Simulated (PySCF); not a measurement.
# C₂H₈B₂FN: NMR shifts at several levels of theory

Aim: compute the NMR shifts of C₂H₈B₂FN (`C[C@@H](BN)BF`) at several levels, and see how far they spread and what each costs.

Computed with PySCF 2.14.0, with density-fitted response routines of our own, on a single molecule in the gas phase. Atoms are numbered from 0 throughout.

### 1 Starting geometry

14 atoms, charge 0, multiplicity 1; geometry from: GFN2-xTB. The atoms were then displaced at random by about 0.01 Å, so the start is not that level's minimum.

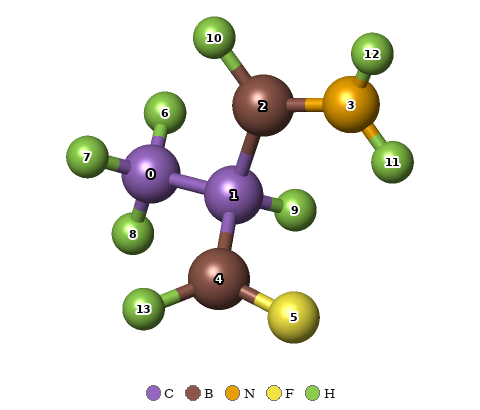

As it starts; carbon purple, boron brown, nitrogen amber, fluorine yellow, hydrogen green, atoms numbered.

### 2 Optimising the geometry at PBE0-D3(BJ)/def2-SVP

What the job is given:

```
{"job": {"xc": "PBE0", "basis": "def2-SVP", "d3": "d3bj", "grid": 1, "shake": 0.01, "kind": "geom"}, "charge": 0, "multiplicity": 1}
C     -1.294540     1.239010    -0.170630
C     -0.329350     0.108340    -0.385920
B      0.997030     0.271310     0.486860
N      2.136910    -0.525490     0.213610
B     -0.889380    -1.316500    -0.069910
F     -0.253790    -2.367480    -0.542680
H     -0.833880     2.220100    -0.385930
H     -1.653880     1.285360     0.847180
H     -2.180970     1.163010    -0.809120
H      0.007750     0.125280    -1.417070
H      1.080110     1.057080     1.369410
H      2.087350    -1.248750    -0.478270
H      2.949930    -0.484700     0.703300
H     -1.830440    -1.541650     0.631420
```

Run with:

```console
$ OMP_NUM_THREADS=1 python probes_run.py task.json out
```

This one command runs all jobs of the session in turn.

Output:

```text
step   0  E = -284.88707654  max force = 0.076070
step   1  E = -284.89377724  max force = 0.020682
step   2  E = -284.89431883  max force = 0.004172
step   3  E = -284.89421908  max force = 0.006622
step   4  E = -284.89444252  max force = 0.002161
step   5  E = -284.89448255  max force = 0.001029
step   6  E = -284.89452030  max force = 0.001735
step   7  E = -284.89456477  max force = 0.000970
step   8  E = -284.89459207  max force = 0.000357
step   9  E = -284.89459744  max force = 0.000227
optimisation converged
```

It took 51 s on 1 thread of Arm Neoverse V2, shared host; peak memory 0.52 GiB.

Step by step: (the energy doesn't fall at every step)

```tsv
step	energy from step 0 (eV)	largest force component (eV/Å)
0	0.0000	3.9117
1	-0.1823	1.0635
2	-0.1971	0.2145
3	-0.1944	0.3405
4	-0.2004	0.1111
5	-0.2015	0.0529
6	-0.2026	0.0892
7	-0.2038	0.0499
8	-0.2045	0.0184
9	-0.2047	0.0117
```

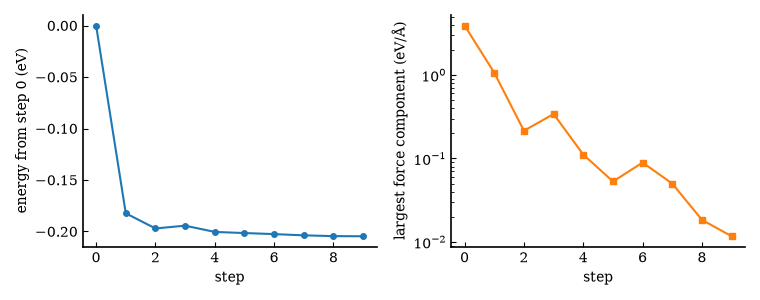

Energy and force, step by step.

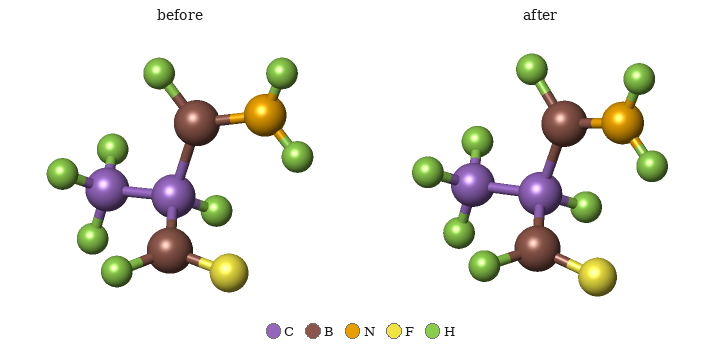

Before and after, at one scale.

Distances of close pairs at the start and the end, largest changes first:

```tsv
bond	before (Å)	after (Å)	change (Å)
N3–H12	0.950	1.011	+0.061
B2–H10	1.185	1.213	+0.029
B2–N3	1.417	1.392	-0.025
C0–C1	1.502	1.527	+0.025
C1–H9	1.085	1.108	+0.023
B4–F5	1.316	1.338	+0.022
C0–H7	1.080	1.101	+0.021
B4–H13	1.195	1.214	+0.019
```

The final coordinates are the input of the step that follows.

```tsv
at the end point	value
point group (found at 0.08 Å tolerance)	C1
rotational constants (GHz, main isotopes)	3.888, 3.101, 1.846
dipole moment (D)	1.48
```

### 3 Nuclear shieldings: PBE0/6-31G*

What the job is given:

```
{"job": {"kind": "nmr", "xc": "PBE0", "basis": "6-31G*", "pop": true}, "charge": 0, "multiplicity": 1}
C     -1.253101     1.353570    -0.209964
C     -0.298097     0.188241    -0.457170
B      1.016992     0.233390     0.452777
N      1.966415    -0.784614     0.417598
B     -0.857488    -1.224560    -0.173386
F     -0.296836    -2.282210    -0.771799
H     -0.755551     2.326610    -0.343110
H     -1.644746     1.331329     0.819136
H     -2.121327     1.330017    -0.887137
H      0.098193     0.189039    -1.491784
H      1.209040     1.163243     1.207865
H      1.875826    -1.609645    -0.164758
H      2.812480    -0.762859     0.970368
H     -1.743239    -1.473218     0.618401
```

Method: GIAO PBE0/6-31G* NMR shielding, non-relativistic, gas phase.

Output:

```text
coarse grid: 11456 points
cycle   1  E = -285.0396271400  dE =  4.274e-01  |g| = 6.015e-01  |ddm| = 3.185e+00
cycle   2  E = -285.0108288188  dE =  2.880e-02  |g| = 7.452e-01  |ddm| = 1.067e+00
cycle   3  E = -285.1151121592  dE = -1.043e-01  |g| = 7.457e-02  |ddm| = 5.971e-01
cycle   4  E = -285.1161305052  dE = -1.018e-03  |g| = 2.868e-02  |ddm| = 8.592e-02
cycle   5  E = -285.1163186706  dE = -1.882e-04  |g| = 5.255e-03  |ddm| = 3.020e-02
cycle   6  E = -285.1163255313  dE = -6.861e-06  |g| = 1.211e-03  |ddm| = 5.669e-03
final grid: 110408 points
cycle   7  E = -285.0822183675  dE = -2.704e-05  |g| = 7.642e-03  |ddm| = 1.934e-02
cycle   8  E = -285.0822131391  dE =  5.228e-06  |g| = 9.108e-03  |ddm| = 1.511e-02
cycle   9  E = -285.0822333483  dE = -2.021e-05  |g| = 6.024e-04  |ddm| = 7.671e-03
cycle  10  E = -285.0822334198  dE = -7.152e-08  |g| = 2.102e-04  |ddm| = 6.236e-04
cycle  11  E = -285.0822334284  dE = -8.593e-09  |g| = 4.295e-05  |ddm| = 1.706e-04
cycle  12  E = -285.0822334289  dE = -4.630e-10  |g| = 1.134e-05  |ddm| = 4.731e-05
converged SCF energy = -285.0822334289

GIAO shielding tensors (ppm)
atom      isotropic    diamagn.    paramagn.     s11        s22        s33       span
  0 C      180.156     246.030     -65.874    172.606    176.657    191.205     18.599
  1 C      166.355     247.923     -81.568    132.978    173.728    192.359     59.381
  2 B       75.038     197.927    -122.889     44.545     61.873    118.695     74.149
  3 N      162.972     320.896    -157.924     73.828    188.589    226.500    152.672
  4 B       61.101     195.535    -134.434      2.041     86.109     95.153     93.111
  5 F      218.556     466.958    -248.403     57.849    123.608    474.211    416.361
  6 H       30.638      29.561       1.077     26.606     28.997     36.310      9.703
  7 H       30.370      30.009       0.361     27.130     28.291     35.690      8.559
  8 H       30.851      29.261       1.590     26.327     29.120     37.107     10.780
  9 H       30.694      30.901      -0.207     25.825     31.797     34.461      8.636
 10 H       26.680      31.039      -4.359     25.667     25.798     28.575      2.909
 11 H       28.150      30.594      -2.444     22.768     28.201     33.482     10.714
 12 H       28.161      28.812      -0.651     23.718     25.227     35.538     11.819
 13 H       26.335      30.004      -3.669     24.312     25.236     29.456      5.144
```

It took 8.5 s on 1 thread of Arm Neoverse V2, shared host; peak memory 0.57 GiB.

The references, computed at this level on geometries of the same kind, shield at (ppm): 1H TMS 31.96, 13C TMS 194.1, 19F CFCl3 198.9, 15N NH3 259.4, 11B BF3·OEt2 112.3. Their shielding less the atom's gives the shift. The references are single molecules in the gas phase, so shifts against H2O, NH3, PH3, H3PO4 or CFCl3 are not on the usual liquid scales and can be off by tens of ppm. Atoms listed in one row are averaged.

```tsv
atoms	environment	σ (ppm)	δ (ppm)
C1	sp3 CH bonded to 2 B	166.4	27.8
C0	methyl carbon	180.2	14.0
H13	hydrogen on a boron bonded to C, F	26.33	5.63
H10	hydrogen on a boron bonded to C, N	26.68	5.28
H11, H12	hydrogen on a nitrogen bonded to B	28.16	3.81
H6, H7, H8	hydrogen on a methyl carbon	30.62	1.34
H9	hydrogen on an sp3 CH bonded to 2 B	30.69	1.27
B4	boron bonded to C, F, H	61.1	51.2
B2	boron bonded to C, N, H	75.0	37.2
N3	nitrogen bonded to B, 2 H	163.0	96.4
F5	fluorine bonded to B	218.6	-19.7
```

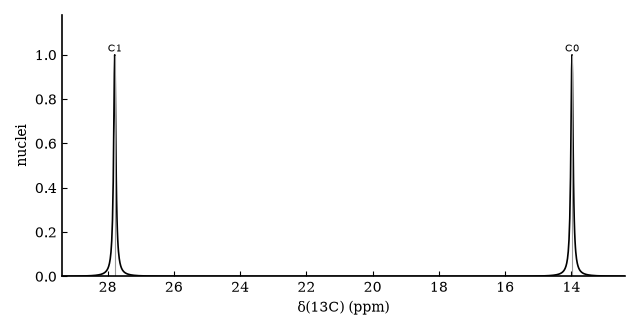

13C lines at the computed shifts, without couplings. Lines are broadened to a width of 0.08 ppm (Lorentzian).

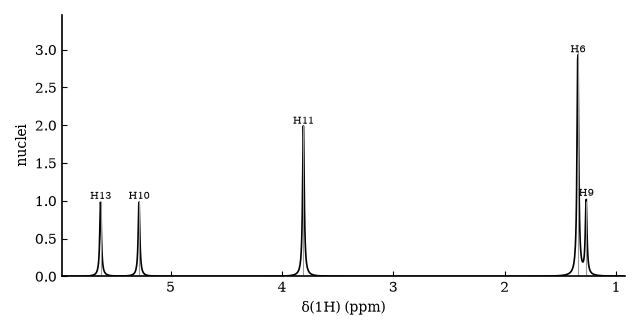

1H lines at the computed shifts, without couplings. Lines are broadened to a width of 0.02 ppm (Lorentzian).

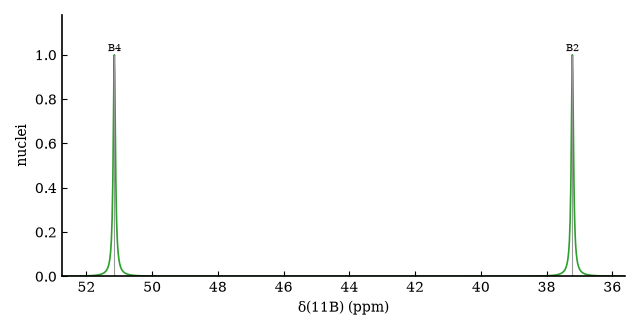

11B lines at the computed shifts, without couplings. Lines are broadened to a width of 0.08 ppm (Lorentzian).

Charges from the same density, by scheme (e):

```tsv
atoms	Mulliken	IAO	Hirshfeld	ESP fit
C0	-0.53	-0.39	-0.10	-0.49
C1	-0.42	-0.41	-0.15	-0.02
B2	0.27	0.15	0.12	0.32
N3	-0.78	-0.52	-0.22	-0.93
B4	0.42	0.41	0.20	0.40
F5	-0.28	-0.31	-0.13	-0.26
```

Hirshfeld charges:

C0 -0.10; C1 -0.15; B2 0.12; N3 -0.22; B4 0.20; F5 -0.13; H6 0.03; H7 0.03; H8 0.03; H9 0.04; H10 -0.07; H11 0.12; H12 0.14; H13 -0.07

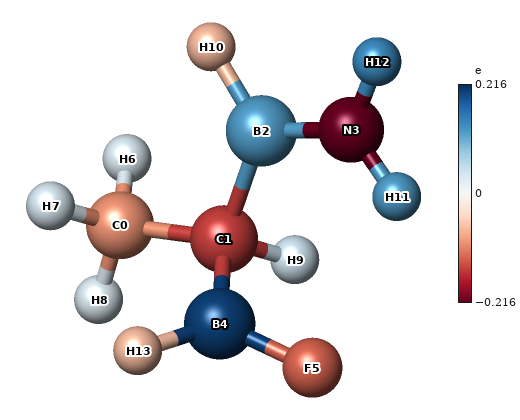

Hirshfeld charges, as colours on the atoms.

Mayer bond orders: C0–C1 0.99, C1–B2 0.94, B2–N3 1.34, C1–B4 1.01, B4–F5 1.12.

### 4 Shielding tensors: PBE0/6-311+G(2d,p)

Same as in step 3 but for these lines:

```diff
@@ -1,2 +1,2 @@
-{"job": {"kind": "nmr", "xc": "PBE0", "basis": "6-31G*", "pop": true}, "charge": 0, "multiplicity": 1}
+{"job": {"kind": "nmr", "xc": "PBE0", "basis": "6-311+G(2d,p)", "pop": true}, "charge": 0, "multiplicity": 1}
 C     -1.253101     1.353570    -0.209964
```

Method: GIAO PBE0/6-311+G(2d,p) NMR shielding, non-relativistic, gas phase.

Output:

```text
coarse grid: 11456 points
cycle   1  E = -285.1160726139  dE =  4.242e-01  |g| = 6.014e-01  |ddm| = 2.934e+00
cycle   2  E = -285.0752409064  dE =  4.083e-02  |g| = 8.032e-01  |ddm| = 9.737e-01
cycle   3  E = -285.1896836440  dE = -1.144e-01  |g| = 7.318e-02  |ddm| = 5.210e-01
cycle   4  E = -285.1904671280  dE = -7.835e-04  |g| = 3.826e-02  |ddm| = 7.978e-02
cycle   5  E = -285.1907787437  dE = -3.116e-04  |g| = 5.246e-03  |ddm| = 2.951e-02
cycle   6  E = -285.1907852734  dE = -6.530e-06  |g| = 1.303e-03  |ddm| = 5.200e-03
final grid: 110408 points
cycle   7  E = -285.1829402217  dE = -6.113e-05  |g| = 8.346e-03  |ddm| = 6.563e-02
cycle   8  E = -285.1829330610  dE =  7.161e-06  |g| = 1.016e-02  |ddm| = 1.295e-02
cycle   9  E = -285.1829549622  dE = -2.190e-05  |g| = 7.034e-04  |ddm| = 6.470e-03
cycle  10  E = -285.1829550388  dE = -7.660e-08  |g| = 3.849e-04  |ddm| = 6.800e-04
cycle  11  E = -285.1829550727  dE = -3.385e-08  |g| = 5.012e-05  |ddm| = 2.783e-04
cycle  12  E = -285.1829550732  dE = -5.728e-10  |g| = 1.266e-05  |ddm| = 5.386e-05
converged SCF energy = -285.1829550732

GIAO shielding tensors (ppm)
atom      isotropic    diamagn.    paramagn.     s11        s22        s33       span
  0 C      174.257     241.994     -67.738    165.890    169.935    186.945     21.055
  1 C      155.037     244.845     -89.808    116.790    164.525    183.795     67.004
  2 B       61.297     193.397    -132.101     27.741     47.033    109.115     81.374
  3 N      149.864     319.624    -169.760     49.853    180.269    219.471    169.619
  4 B       47.894     194.695    -146.801    -16.980     75.193     85.469    102.449
  5 F      208.317     470.903    -262.586     56.648    105.543    462.761    406.113
  6 H       30.217      30.023       0.194     26.331     28.327     35.991      9.660
  7 H       30.051      29.753       0.298     26.925     27.829     35.399      8.475
  8 H       30.357      29.633       0.724     25.854     28.386     36.830     10.976
  9 H       30.151      30.596      -0.445     25.438     31.269     33.746      8.308
 10 H       26.412      30.360      -3.948     25.298     25.365     28.572      3.274
 11 H       27.375      32.620      -5.245     22.168     27.654     32.301     10.133
 12 H       27.635      29.789      -2.154     23.279     24.975     34.652     11.373
 13 H       26.020      29.397      -3.377     24.044     24.904     29.113      5.069
```

It took 25 s on 1 thread of Arm Neoverse V2, shared host; peak memory 0.96 GiB.

In short: δ C1 31.4, C0 12.2, B4 54.5, B2 41.1, H13 5.49, H10 5.10 ppm.

### 5 Shielding tensors: PBE0/def2-SVP

Same as in step 4 but for these lines:

```diff
@@ -1,2 +1,2 @@
-{"job": {"kind": "nmr", "xc": "PBE0", "basis": "6-311+G(2d,p)", "pop": true}, "charge": 0, "multiplicity": 1}
+{"job": {"kind": "nmr", "xc": "PBE0", "basis": "def2-SVP", "pop": true}, "charge": 0, "multiplicity": 1}
 C     -1.253101     1.353570    -0.209964
```

Method: GIAO PBE0/def2-SVP NMR shielding, non-relativistic, gas phase.

Output:

```text
coarse grid: 11456 points
cycle   1  E = -284.7824852405  dE =  3.846e-01  |g| = 5.652e-01  |ddm| = 3.641e+00
cycle   2  E = -284.7531052185  dE =  2.938e-02  |g| = 7.164e-01  |ddm| = 1.186e+00
cycle   3  E = -284.8500334558  dE = -9.693e-02  |g| = 6.940e-02  |ddm| = 6.661e-01
cycle   4  E = -284.8508806474  dE = -8.472e-04  |g| = 2.998e-02  |ddm| = 8.680e-02
cycle   5  E = -284.8510895977  dE = -2.090e-04  |g| = 4.771e-03  |ddm| = 3.176e-02
cycle   6  E = -284.8510951636  dE = -5.566e-06  |g| = 1.292e-03  |ddm| = 5.917e-03
final grid: 110408 points
cycle   7  E = -284.8857564104  dE = -2.994e-05  |g| = 7.346e-03  |ddm| = 2.254e-02
cycle   8  E = -284.8857512120  dE =  5.198e-06  |g| = 8.779e-03  |ddm| = 1.516e-02
cycle   9  E = -284.8857699295  dE = -1.872e-05  |g| = 4.900e-04  |ddm| = 7.893e-03
cycle  10  E = -284.8857699780  dE = -4.852e-08  |g| = 2.108e-04  |ddm| = 5.962e-04
cycle  11  E = -284.8857699876  dE = -9.558e-09  |g| = 3.927e-05  |ddm| = 1.840e-04
cycle  12  E = -284.8857699880  dE = -3.823e-10  |g| = 1.008e-05  |ddm| = 4.797e-05
converged SCF energy = -284.8857699880

GIAO shielding tensors (ppm)
atom      isotropic    diamagn.    paramagn.     s11        s22        s33       span
  0 C      180.392     242.879     -62.487    172.866    176.635    191.675     18.809
  1 C      165.393     248.870     -83.476    129.495    173.819    192.867     63.372
  2 B       70.697     203.452    -132.755     38.026     57.260    116.804     78.777
  3 N      162.980     307.438    -144.458     66.447    188.857    233.637    167.190
  4 B       57.577     199.469    -141.891     -5.252     83.421     94.563     99.815
  5 F      219.950     460.974    -241.024     61.666    120.246    477.939    416.273
  6 H       30.160      29.442       0.719     26.116     28.248     36.117     10.001
  7 H       29.940      30.324      -0.383     26.664     27.734     35.424      8.760
  8 H       30.350      28.788       1.562     25.768     28.329     36.954     11.186
  9 H       30.279      31.946      -1.666     25.445     31.015     34.377      8.932
 10 H       26.386      32.142      -5.756     25.267     25.503     28.386      3.119
 11 H       27.253      31.014      -3.761     21.857     27.380     32.522     10.664
 12 H       27.308      28.635      -1.326     22.868     24.336     34.722     11.853
 13 H       26.112      31.024      -4.912     23.960     24.967     29.408      5.448
```

Wall time 9.8 s (1 thread of Arm Neoverse V2, shared host); peak memory 0.66 GiB.

Key values: δ C1 28.3, C0 13.3, B4 53.1, B2 40.0, H13 5.23, H10 4.96 ppm.

### 6 Shielding tensors: PBE0/def2-TZVP

Same as in step 5 but for these lines:

```diff
@@ -1,2 +1,2 @@
-{"job": {"kind": "nmr", "xc": "PBE0", "basis": "def2-SVP", "pop": true}, "charge": 0, "multiplicity": 1}
+{"job": {"kind": "nmr", "xc": "PBE0", "basis": "def2-TZVP", "pop": true}, "charge": 0, "multiplicity": 1}
 C     -1.253101     1.353570    -0.209964
```

With the program's defaults for keys left out, this is: GIAO PBE0/def2-TZVP NMR shielding, non-relativistic, gas phase.

Output:

```text
coarse grid: 11456 points
cycle   1  E = -285.1404366396  dE =  4.188e-01  |g| = 6.096e-01  |ddm| = 2.553e+00
cycle   2  E = -285.0998871829  dE =  4.055e-02  |g| = 8.088e-01  |ddm| = 9.209e-01
cycle   3  E = -285.2153379841  dE = -1.155e-01  |g| = 7.322e-02  |ddm| = 5.274e-01
cycle   4  E = -285.2161126787  dE = -7.747e-04  |g| = 3.865e-02  |ddm| = 7.120e-02
cycle   5  E = -285.2164294853  dE = -3.168e-04  |g| = 5.360e-03  |ddm| = 2.672e-02
cycle   6  E = -285.2164363943  dE = -6.909e-06  |g| = 1.314e-03  |ddm| = 4.833e-03
final grid: 110408 points
cycle   7  E = -285.2059078882  dE = -8.956e-05  |g| = 8.635e-03  |ddm| = 5.703e-02
cycle   8  E = -285.2059001759  dE =  7.712e-06  |g| = 1.054e-02  |ddm| = 1.212e-02
cycle   9  E = -285.2059234566  dE = -2.328e-05  |g| = 7.178e-04  |ddm| = 6.423e-03
cycle  10  E = -285.2059235308  dE = -7.416e-08  |g| = 4.180e-04  |ddm| = 6.407e-04
cycle  11  E = -285.2059235708  dE = -4.002e-08  |g| = 5.109e-05  |ddm| = 2.703e-04
cycle  12  E = -285.2059235714  dE = -6.004e-10  |g| = 1.258e-05  |ddm| = 4.790e-05
converged SCF energy = -285.2059235714

GIAO shielding tensors (ppm)
atom      isotropic    diamagn.    paramagn.     s11        s22        s33       span
  0 C      173.624     241.839     -68.215    165.160    169.123    186.589     21.429
  1 C      155.360     242.846     -87.486    117.673    164.317    184.090     66.417
  2 B       61.039     197.106    -136.067     27.349     46.378    109.390     82.041
  3 N      151.438     316.438    -165.000     52.704    181.200    220.409    167.706
  4 B       47.660     197.209    -149.550    -17.625     75.325     85.278    102.903
  5 F      205.104     466.384    -261.280     47.109    105.203    463.001    415.892
  6 H       30.177      29.024       1.153     26.274     28.334     35.921      9.647
  7 H       29.992      29.421       0.571     26.834     27.802     35.339      8.505
  8 H       30.336      28.743       1.593     25.845     28.412     36.752     10.907
  9 H       30.183      30.821      -0.638     25.465     31.375     33.709      8.244
 10 H       26.362      30.914      -4.552     25.254     25.291     28.542      3.288
 11 H       27.393      31.146      -3.753     22.248     27.640     32.292     10.044
 12 H       27.554      28.910      -1.356     23.216     24.830     34.615     11.398
 13 H       25.971      30.063      -4.092     23.983     24.858     29.072      5.089
```

Run time: 29 s. Hardware: 1 thread of Arm Neoverse V2, shared host; peak memory 0.86 GiB.

Key values: δ C1 31.3, C0 13.0, B4 55.0, B2 41.6, H13 5.51, H10 5.12 ppm.

### 7 Shielding tensors: PBE0/cc-pVDZ

Same as in step 6 but for these lines:

```diff
@@ -1,2 +1,2 @@
-{"job": {"kind": "nmr", "xc": "PBE0", "basis": "def2-TZVP", "pop": true}, "charge": 0, "multiplicity": 1}
+{"job": {"kind": "nmr", "xc": "PBE0", "basis": "cc-pVDZ", "pop": true}, "charge": 0, "multiplicity": 1}
 C     -1.253101     1.353570    -0.209964
```

Method: GIAO PBE0/cc-pVDZ NMR shielding, non-relativistic, gas phase.

Output:

```text
coarse grid: 11456 points
cycle   1  E = -285.0259756895  dE =  4.614e-01  |g| = 5.782e-01  |ddm| = 6.832e+00
cycle   2  E = -284.9945776051  dE =  3.140e-02  |g| = 7.338e-01  |ddm| = 2.005e+00
cycle   3  E = -285.0964311007  dE = -1.019e-01  |g| = 7.122e-02  |ddm| = 1.017e+00
cycle   4  E = -285.0973350322  dE = -9.039e-04  |g| = 3.017e-02  |ddm| = 1.461e-01
cycle   5  E = -285.0975462210  dE = -2.112e-04  |g| = 4.842e-03  |ddm| = 5.118e-02
cycle   6  E = -285.0975520870  dE = -5.866e-06  |g| = 1.333e-03  |ddm| = 1.049e-02
final grid: 110408 points
cycle   7  E = -285.1062491972  dE = -2.900e-05  |g| = 7.767e-03  |ddm| = 5.701e-02
cycle   8  E = -285.1062434782  dE =  5.719e-06  |g| = 9.265e-03  |ddm| = 2.831e-02
cycle   9  E = -285.1062644834  dE = -2.101e-05  |g| = 5.160e-04  |ddm| = 1.505e-02
cycle  10  E = -285.1062645369  dE = -5.356e-08  |g| = 2.212e-04  |ddm| = 1.104e-03
cycle  11  E = -285.1062645469  dE = -1.003e-08  |g| = 4.552e-05  |ddm| = 3.270e-04
cycle  12  E = -285.1062645475  dE = -5.175e-10  |g| = 1.092e-05  |ddm| = 9.671e-05
converged SCF energy = -285.1062645475

GIAO shielding tensors (ppm)
atom      isotropic    diamagn.    paramagn.     s11        s22        s33       span
  0 C      182.291     244.535     -62.244    174.240    178.300    194.332     20.092
  1 C      165.443     245.358     -79.915    130.731    174.021    191.578     60.847
  2 B       73.054     205.807    -132.753     40.649     60.445    118.067     77.418
  3 N      164.495     305.177    -140.682     67.571    191.056    234.856    167.285
  4 B       60.298     201.539    -141.241     -2.587     85.272     98.209    100.797
  5 F      215.827     461.974    -246.147     54.249    116.457    476.776    422.528
  6 H       30.109      29.507       0.602     26.251     28.225     35.851      9.600
  7 H       29.937      30.498      -0.562     26.863     27.689     35.258      8.395
  8 H       30.260      28.747       1.514     25.840     28.259     36.682     10.843
  9 H       30.043      31.281      -1.238     25.376     30.905     33.847      8.472
 10 H       26.346      32.121      -5.775     25.268     25.440     28.331      3.063
 11 H       27.149      30.990      -3.840     21.817     27.397     32.234     10.417
 12 H       27.237      28.641      -1.404     22.911     24.324     34.478     11.566
 13 H       25.978      31.193      -5.215     23.848     24.799     29.287      5.439
```

Wall time 10 s (1 thread of Arm Neoverse V2, shared host); peak memory 0.7 GiB.

Key values: δ C1 31.3, C0 14.5, B4 53.5, B2 40.8, H13 5.31, H10 4.94 ppm.

[end of part 1 of 2]
